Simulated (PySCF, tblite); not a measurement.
**C₄H₆NO−: dynamics, then NMR shifts on frames, part 1 of 2**

How do NMR shifts of C₄H₆NO− (`C[C@@H](C#N)C[O-]`) change as the atoms move?

Programs: tblite 0.8.0 and PySCF 2.14.0, with density-fitted response routines of our own. Each step states its level of theory. These are calculated values for one molecule in the gas phase, unless marked as measured. Atoms count from 0, in the outputs and in this text.

## 1. The molecule as given

12 atoms, charge -1, multiplicity 1; geometry from: GFN2-xTB.

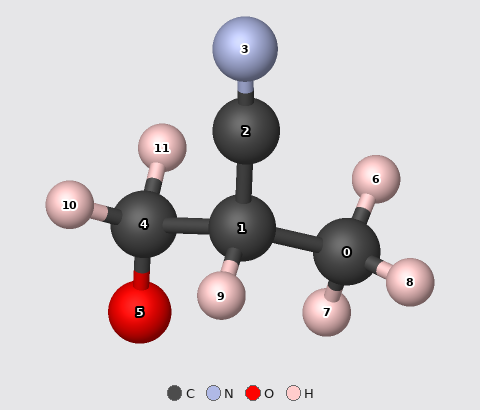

As it starts; carbon dark grey, nitrogen light blue, oxygen red, hydrogen pink, atoms numbered; sticks join atoms by distance.

## 2. Dynamics with GFN2-xTB

The job: settings as JSON, then the geometry in Å.

```
{"job": {"kind": "md", "xc": "GFN2-xTB", "basis": "xTB", "temperature": 300, "steps": 2000, "every": 50, "frames": 5}, "charge": -1, "multiplicity": 1}
C      0.665079    -1.140809     0.308166
C      0.193332     0.307066     0.372008
C      1.097454     1.213664    -0.218860
N      1.785307     1.972357    -0.755408
C     -1.287329     0.362558    -0.375456
O     -2.121770    -0.463853     0.147229
H      1.046565    -1.374863    -0.685878
H     -0.212638    -1.758312     0.504231
H      1.442103    -1.356884     1.045229
H     -0.007100     0.594943     1.409745
H     -1.566791     1.461185    -0.309574
H     -1.033013     0.182262    -1.467458
```

Level: GFN2-xTB Langevin dynamics, gas phase.

Started as:

```bash
$ OMP_NUM_THREADS=1 python probes_run.py task.json out
```

One launch serves the whole session: the jobs run in the order shown.

What it wrote:

```text
t/fs     T/K      E/eV
    0.0   261.5   -510.24577
   25.0   151.8   -510.03795
   50.0   201.9   -509.94783
   75.0   190.6   -509.99470
  100.0   223.8   -510.01475
  125.0   212.3   -510.01663
  150.0   180.1   -509.94484
  175.0   193.6   -509.99451
  200.0   228.6   -510.03957
  225.0   232.5   -510.04932
  250.0   194.6   -509.98671
  275.0   289.1   -509.95741
  300.0   219.0   -509.91989
  325.0   270.3   -509.87502
  350.0   328.6   -509.97290
  375.0   219.7   -509.86038
  400.0   295.7   -509.78399
  425.0   367.7   -509.93244
  450.0   319.8   -509.76247
  475.0   417.8   -509.99592
  500.0   236.6   -509.80869
  525.0   314.0   -509.86390
  550.0   270.2   -509.77948
  575.0   290.9   -509.81745
  600.0   364.6   -509.89007
  625.0   331.3   -509.86311
  650.0   310.6   -509.95809
  675.0   344.9   -509.84470
  700.0   250.8   -509.84042
  725.0   242.8   -509.90931
  750.0   229.9   -509.99692
  775.0   164.0   -510.00304
  800.0   203.0   -509.95648
  825.0   264.8   -509.95226
  850.0   217.9   -509.93114
  875.0   222.3   -509.92414
  900.0   207.6   -509.90537
  925.0   192.3   -509.90970
  950.0   308.7   -509.93735
  975.0   341.1   -509.93004
 1000.0   310.7   -509.87157
```

Run time: 5.6 s. Hardware: 1 thread of Arm Neoverse V2, shared host; peak memory 0.18 GiB.

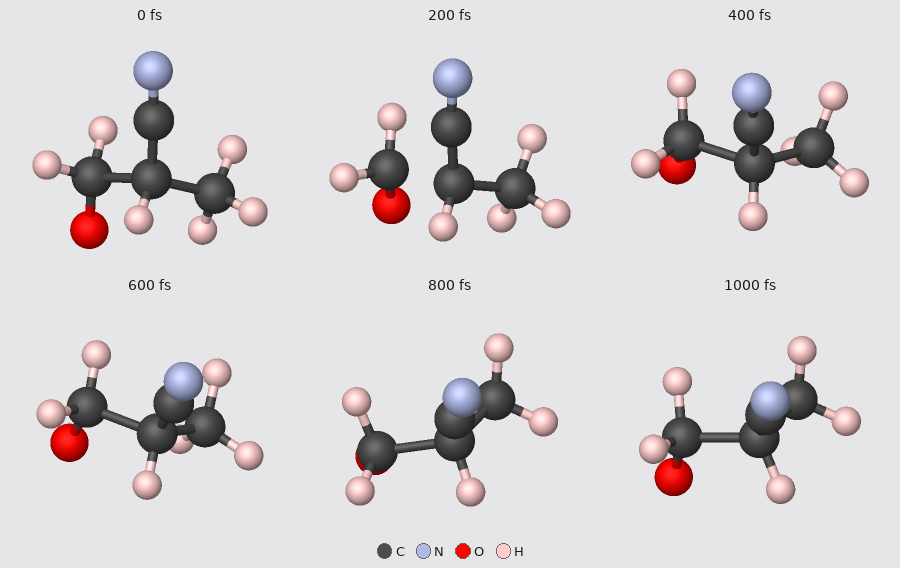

Frames of the run.

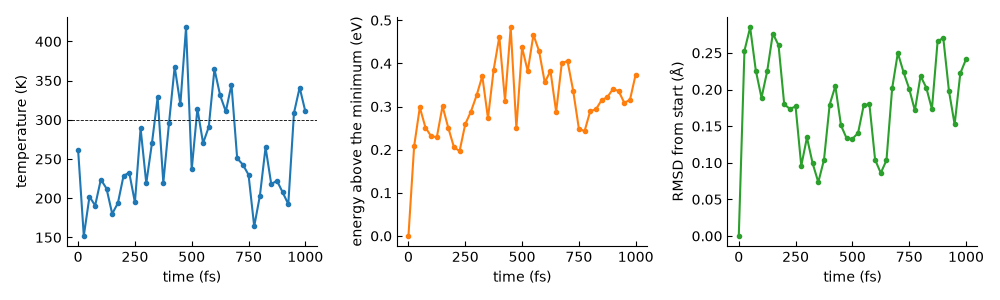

Temperature, potential energy and distance from the start.

Positions (Å) and forces (eV/Å) at 1000 fs:

```xyz
12

C    -0.078   -1.317   -0.590   -0.940    0.005    1.304
C    -0.411   -0.366    0.607    0.366   -1.595    0.535
C     0.561    0.605    0.955   -0.223   -0.845    0.086
N     1.320    1.385    1.340    0.075    0.287   -0.120
C    -1.853    0.330    0.212    0.755    0.208    0.960
O    -2.816   -0.510    0.335    0.060    0.479   -0.726
H     0.561   -0.804   -1.250    0.765    0.434   -1.057
H    -1.071   -1.488   -1.050    0.725   -0.380    0.153
H     0.409   -2.255   -0.241   -0.430    0.560   -0.334
H    -0.556   -1.106    1.472   -0.093    1.311   -0.546
H    -1.897    1.260    0.895   -0.156   -0.257   -0.100
H    -1.501    0.772   -0.787   -0.902   -0.208   -0.153
```

## 3. Nuclear shieldings: 250 fs, PBE0/pcSseg-1

The job: settings as JSON, then the geometry in Å.

```
{"job": {"kind": "nmr", "xc": "PBE0", "basis": "pcSseg-1", "pop": false}, "charge": -1, "multiplicity": 1}
C      0.300000    -0.822400     0.228900
C     -0.282800     0.504500     0.660300
C      0.706700     1.466000     0.354200
N      1.464700     2.256800    -0.048400
C     -1.737400     0.810400    -0.245500
O     -2.498500    -0.211300    -0.168800
H      0.558800    -0.895700    -0.797000
H     -0.527700    -1.558500     0.350300
H      1.164600    -1.098500     0.837400
H     -0.548400     0.491700     1.704800
H     -2.140600     1.798700     0.251800
H     -1.338800     1.169400    -1.312900
```

Level: GIAO PBE0/pcSseg-1 NMR shielding, non-relativistic, gas phase.

What it wrote:

```text
coarse grid: 10216 points
cycle   1  E = -285.3760522880  dE =  6.377e-01  |g| = 9.807e-01  |ddm| = 3.057e+00
cycle   2  E = -283.9360297358  dE =  1.440e+00  |g| = 2.624e+00  |ddm| = 6.540e+00
cycle   3  E = -285.5464144110  dE = -1.610e+00  |g| = 3.497e-01  |ddm| = 5.903e+00
cycle   4  E = -285.5618388469  dE = -1.542e-02  |g| = 2.909e-01  |ddm| = 6.944e-01
cycle   5  E = -285.5770902604  dE = -1.525e-02  |g| = 1.029e-01  |ddm| = 2.516e-01
cycle   6  E = -285.5794692515  dE = -2.379e-03  |g| = 1.877e-02  |ddm| = 9.111e-02
cycle   7  E = -285.5795477316  dE = -7.848e-05  |g| = 6.188e-03  |ddm| = 2.203e-02
cycle   8  E = -285.5795570955  dE = -9.364e-06  |g| = 6.204e-04  |ddm| = 7.389e-03
final grid: 99264 points
cycle   9  E = -285.6245739186  dE = -1.393e-05  |g| = 1.042e-02  |ddm| = 2.432e-02
cycle  10  E = -285.6245284378  dE =  4.548e-05  |g| = 1.850e-02  |ddm| = 3.180e-02
cycle  11  E = -285.6245950285  dE = -6.659e-05  |g| = 1.954e-03  |ddm| = 2.327e-02
cycle  12  E = -285.6245958157  dE = -7.872e-07  |g| = 3.485e-04  |ddm| = 2.193e-03
cycle  13  E = -285.6245958291  dE = -1.339e-08  |g| = 2.399e-04  |ddm| = 3.771e-04
cycle  14  E = -285.6245958413  dE = -1.218e-08  |g| = 5.073e-05  |ddm| = 2.241e-04
cycle  15  E = -285.6245958419  dE = -6.022e-10  |g| = 1.151e-05  |ddm| = 6.739e-05
converged SCF energy = -285.6245958419

GIAO shielding tensors (ppm)
atom      isotropic    diamagn.    paramagn.     s11        s22        s33       span
  0 C      169.855     247.574     -77.719    156.647    168.144    184.773     28.126
  1 C      155.342     251.328     -95.986    137.413    157.967    170.644     33.231
  2 C       46.560     259.729    -213.170    -78.727    -65.269    283.676    362.404
  3 N      -16.031     343.803    -359.834   -164.618   -134.189    250.713    415.332
  4 C       81.274     233.501    -152.228     32.276     70.305    141.240    108.964
  5 O      162.691     400.683    -237.993    -56.517    230.803    313.786    370.302
  6 H       32.037      32.127      -0.090     28.968     29.295     37.849      8.881
  7 H       29.123      29.787      -0.664     24.620     27.789     34.959     10.338
  8 H       31.121      30.908       0.213     26.722     29.569     37.073     10.351
  9 H       31.053      31.797      -0.744     26.774     29.824     36.562      9.788
 10 H       23.806      25.742      -1.936     20.195     23.672     27.552      7.356
 11 H       24.786      26.262      -1.475     20.627     24.403     29.329      8.702
```

Wall time 11 s (1 thread of Arm Neoverse V2, shared host); peak memory 0.63 GiB.

Shifts follow as δ = σ(reference) − σ, with reference shieldings (ppm) from runs at the same level and on the same kind of geometry: ¹H TMS 31.72, ¹³C TMS 186.9, ¹⁵N NH3 267.7, ¹⁷O H2O 336.1. The references are single molecules in the gas phase, so shifts against H2O, NH3, PH3, H3PO4 or CFCl3 are not on the usual liquid scales and can be off by tens of ppm. Each atom is listed at this fixed geometry, with no averaging over motion; a spectrum would average atoms that exchange fast.

```
atoms                           environment  σ (ppm)  δ (ppm)
   C2                        nitrile carbon     46.6    140.4
   C4                   sp3 CH2 bonded to O     81.3    105.7
   C1                 sp3 CH α to a nitrile    155.3     31.6
   C0                         methyl carbon    169.9     17.1
  H10    hydrogen on an sp3 CH2 bonded to O    23.81     7.91
  H11    hydrogen on an sp3 CH2 bonded to O    24.79     6.93
   H7           hydrogen on a methyl carbon    29.12     2.59
   H9  hydrogen on an sp3 CH α to a nitrile    31.05     0.66
   H8           hydrogen on a methyl carbon    31.12     0.60
   H6           hydrogen on a methyl carbon    32.04    -0.32
   N3                      nitrile nitrogen    -16.0    283.8
   O5                    oxygen bonded to C    162.7    173.4
```

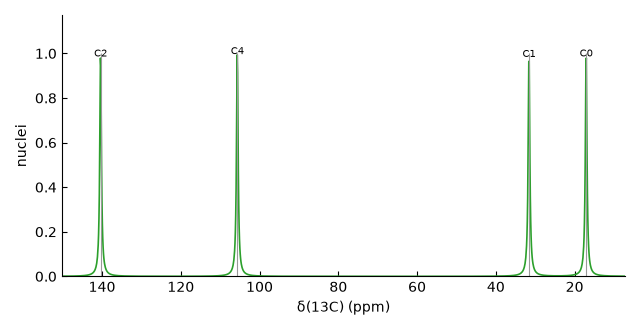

¹³C lines at the computed shifts, without couplings. Lines are broadened to a width of 0.49 ppm (Lorentzian).

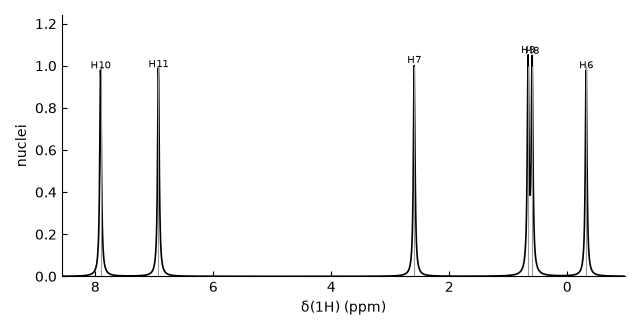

¹H lines at the computed shifts, without couplings. Lines are broadened to a width of 0.03 ppm (Lorentzian).

The fields below are evaluated on a grid from the run's orbitals.

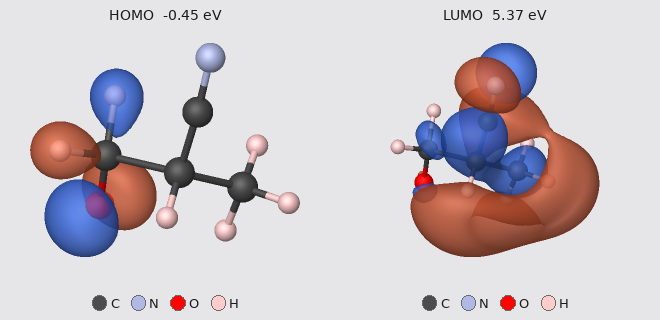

Frontier orbitals at PBE0/pcSseg-1; each surface holds 70 % of the orbital's density, blue and red mark the sign.

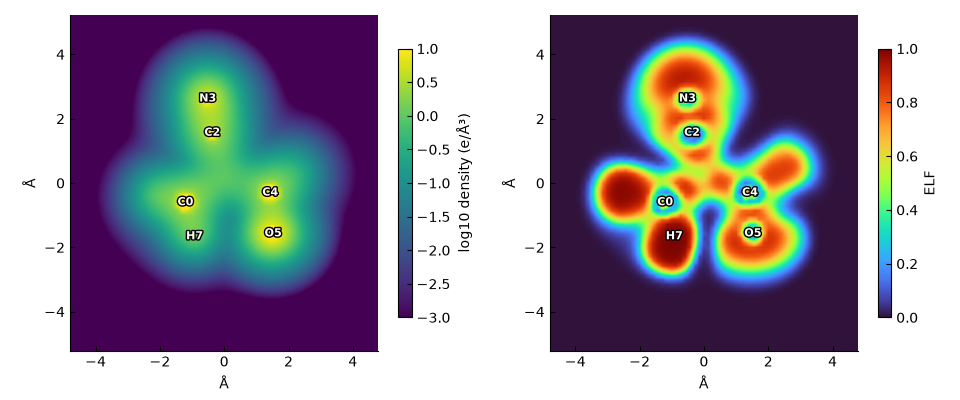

Density (left) and ELF (right) in a plane through or near 6 of the atoms.

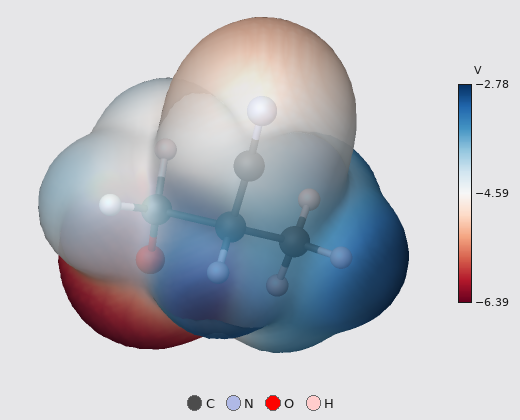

Electrostatic potential on the surface of density 0.002 e/bohr³; red is low, blue high. It runs, from the 1st to the 99th percentile, from -6.39 V near O5 to -2.78 V near H8.

## 4. Shielding tensors: 425 fs, PBE0/pcSseg-1

The job: settings as JSON, then the geometry in Å.

```
{"job": {"kind": "nmr", "xc": "PBE0", "basis": "pcSseg-1", "pop": false}, "charge": -1, "multiplicity": 1}
C      0.096400    -1.206500     0.133100
C     -0.428400     0.066700     0.765700
C      0.507300     1.073100     0.931800
N      1.153100     2.038400     0.845900
C     -1.727500     0.798700     0.001800
O     -2.653300    -0.073000    -0.347400
H      0.904900    -1.038300    -0.628300
H     -0.700600    -1.787600    -0.382800
H      0.533900    -1.824400     0.918300
H     -0.810600    -0.258000     1.749900
H     -2.063600     1.647000     0.707400
H     -1.330400     1.313500    -0.877100
```

Level: GIAO PBE0/pcSseg-1 NMR shielding, non-relativistic, gas phase.

What it wrote:

```text
coarse grid: 10216 points
cycle   1  E = -285.3618396351  dE =  6.758e-01  |g| = 9.970e-01  |ddm| = 3.060e+00
cycle   2  E = -281.5249826017  dE =  3.837e+00  |g| = 3.258e+00  |ddm| = 1.131e+01
cycle   3  E = -285.4828367191  dE = -3.958e+00  |g| = 5.704e-01  |ddm| = 1.119e+01
cycle   4  E = -285.5399449805  dE = -5.711e-02  |g| = 4.094e-01  |ddm| = 9.999e-01
cycle   5  E = -285.5685767882  dE = -2.863e-02  |g| = 1.676e-01  |ddm| = 4.045e-01
cycle   6  E = -285.5747523939  dE = -6.176e-03  |g| = 3.311e-02  |ddm| = 1.598e-01
cycle   7  E = -285.5749821345  dE = -2.297e-04  |g| = 1.076e-02  |ddm| = 3.422e-02
cycle   8  E = -285.5750104593  dE = -2.832e-05  |g| = 1.406e-03  |ddm| = 1.240e-02
cycle   9  E = -285.5750109055  dE = -4.462e-07  |g| = 3.959e-04  |ddm| = 2.585e-03
final grid: 99264 points
cycle  10  E = -285.6206103435  dE = -1.312e-05  |g| = 9.991e-03  |ddm| = 2.402e-02
cycle  11  E = -285.6205683145  dE =  4.203e-05  |g| = 1.775e-02  |ddm| = 3.389e-02
cycle  12  E = -285.6206296538  dE = -6.134e-05  |g| = 1.910e-03  |ddm| = 2.599e-02
cycle  13  E = -285.6206304303  dE = -7.765e-07  |g| = 2.593e-04  |ddm| = 2.619e-03
cycle  14  E = -285.6206304399  dE = -9.598e-09  |g| = 1.577e-04  |ddm| = 2.728e-04
cycle  15  E = -285.6206304445  dE = -4.607e-09  |g| = 6.313e-05  |ddm| = 1.568e-04
cycle  16  E = -285.6206304454  dE = -8.750e-10  |g| = 1.153e-05  |ddm| = 7.167e-05
converged SCF energy = -285.6206304454

GIAO shielding tensors (ppm)
atom      isotropic    diamagn.    paramagn.     s11        s22        s33       span
  0 C      171.371     246.457     -75.085    156.073    170.671    187.370     31.298
  1 C      156.180     249.310     -93.130    140.780    153.980    173.780     33.000
  2 C       47.165     260.441    -213.276    -75.014    -62.741    279.249    354.264
  3 N      -25.979     343.412    -369.392   -173.931   -133.099    229.092    403.023
  4 C       83.827     232.688    -148.861     31.143     76.986    143.351    112.207
  5 O      155.619     398.213    -242.594    -58.061    196.974    327.944    386.005
  6 H       30.825      30.252       0.573     26.768     28.744     36.964     10.196
  7 H       29.007      29.098      -0.091     25.063     27.432     34.525      9.463
  8 H       31.041      30.432       0.610     25.803     29.582     37.739     11.936
  9 H       30.210      30.482      -0.273     24.872     29.419     36.338     11.466
 10 H       24.696      26.436      -1.739     20.819     25.287     27.984      7.165
 11 H       25.677      28.959      -3.282     20.645     25.305     31.082     10.437
```

Run time: 8.5 s. Hardware: 1 thread of Arm Neoverse V2, shared host; peak memory 0.64 GiB.

This run: δ C2 139.8, C4 103.1, C1 30.7, C0 15.6, H10 7.02, H11 6.04 ppm.

(Continued in part 2 of 2.)
